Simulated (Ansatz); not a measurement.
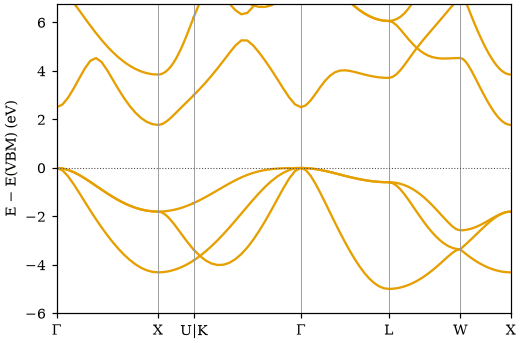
Figure. Band structure from PBEsol (plane waves, PAW; program Ansatz)

Problem. Read off the gap and where the band edges lie.

Solution. About 1.8 eV (1.78 eV by a search for the band edges); maximum at Γ, minimum at X.

The material is MgSe (rock salt, space group No. 225).

Space group Fm-3m (rock salt). The PBEsol relaxation kept the symmetry of its start. Spin–orbit coupling is left out wherever it is not named.

Potentials: the later of the program's two PAW sets.
